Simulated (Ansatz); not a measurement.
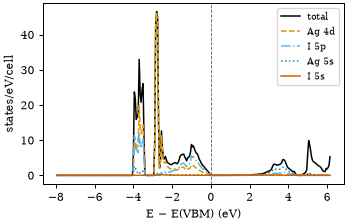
Total and projected density of states of AgI (wurtzite, P6_3mc), DFT-PBE in the program Ansatz with PAW potentials

### Question
Which orbitals carry the states next to the gap?

### Answer
Top 1 eV of the valence band: I 5p 65 %, Ag 4d 33 %. Bottom 1 eV of the conduction band: Ag 5s 70 %, I 5p 15 %, I 5s 13 %. Projections are on Löwdin-orthogonalised atomic valence shells; empty p or d shells of many metals are not among them.

### Question
Where is the tallest occupied peak in this window, and what makes it?

### Answer
Near -2.8 eV, about 47 states/eV per cell; the largest projected share is Ag 4d.

The PBE relaxation kept the symmetry of its start. The run is not spin-polarised. Scalar-relativistic: spin–orbit coupling is off unless named, which matters more the heavier the elements.

Potentials: the earlier of the program's two PAW sets.
